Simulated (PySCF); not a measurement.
C4H7AlBCl

```xyz
14

Cl    3.2818    0.7488   -1.5455
Al    1.7223   -0.0031   -0.4919
C     0.2804    1.1105    0.4953
B    -0.4552    0.8649   -0.8273
C    -1.2159   -0.5194   -0.5941
C    -0.9391   -0.8513    0.8350
C    -0.1558    0.0582    1.4275
H     1.6906   -1.5118   -0.2039
H     0.6546    2.0465    0.9096
H    -0.4889    1.5363   -1.7894
H    -2.2906   -0.4856   -0.7846
H    -0.8426   -1.3255   -1.2415
H    -1.3697   -1.7131    1.3189
H     0.1273    0.0442    2.4696
```

Geometry: GFN2-xTB.

Computed with PySCF 2.14.0, PBE0/pcSseg-1, SCF density, gas phase, non-relativistic.

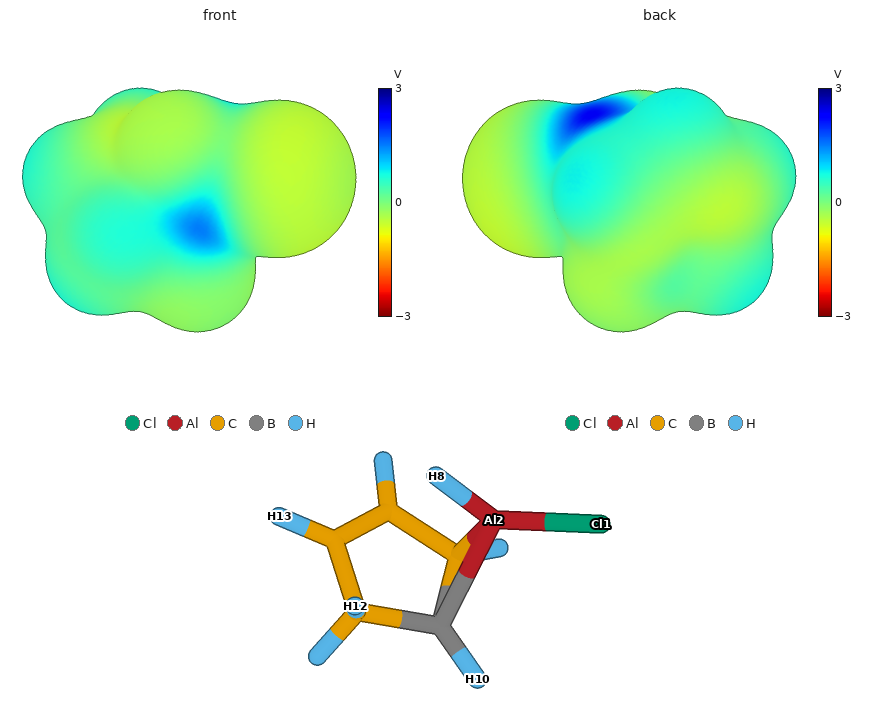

Figure 1. The electrostatic potential painted on the density surface at 0.001 e/bohr³, seen from the front and from behind; the colour scale runs from red (negative) to blue (positive). The bare structure is drawn below in the same view.

**Describe the electrostatic potential map.**

The most negative region (about −0.5 V) lies over Cl1, the most positive (about +2.2 V) over Al2.

**How polar is the molecule by this calculation?**

Its dipole moment is 1.73 D.

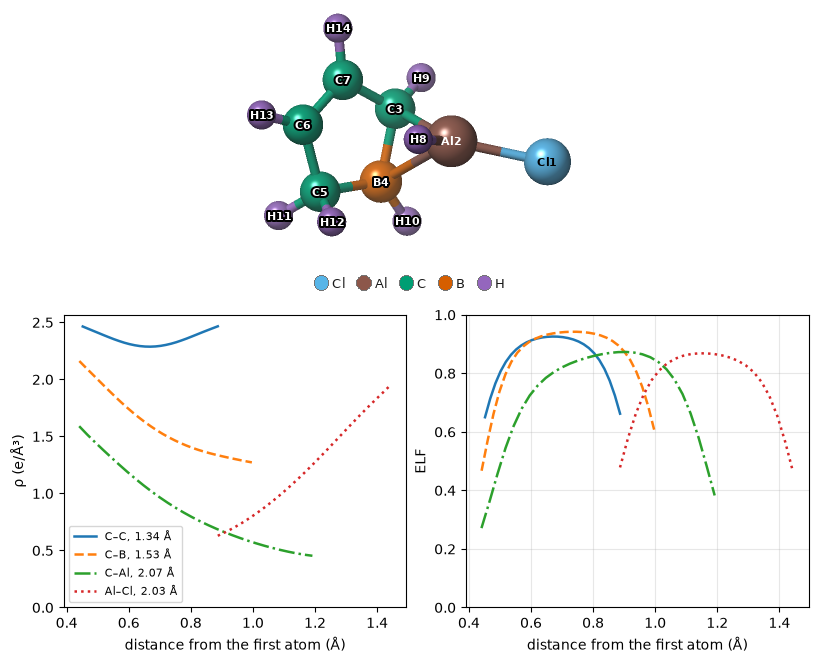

Figure 2. Electron density and ELF along straight lines between neighbouring atoms. The curves leave out the atomic cores. The structure is drawn too.

**Compare the contacts.**

C–C (1.34 Å): the density is about 2.3 e/Å³ at the midpoint; the ELF peaks at about 0.95 between the atoms; a multiple bond.
C–B (1.53 Å): the density is about 1.4 e/Å³ at the midpoint; the ELF peaks at about 0.95 between the atoms, as expected for a covalent bond.
C–Al (2.07 Å): ρ at the midpoint is about 0.54 e/Å³; the ELF peaks at about 0.85 between the atoms; a shared but strongly polarised pair.
Al–Cl (2.03 Å): the density is about 0.83 e/Å³ at the midpoint; the ELF peaks at about 0.85 in the valence shell of Cl, 0.9 Å from its nucleus, and is about 0.80 at the midpoint.
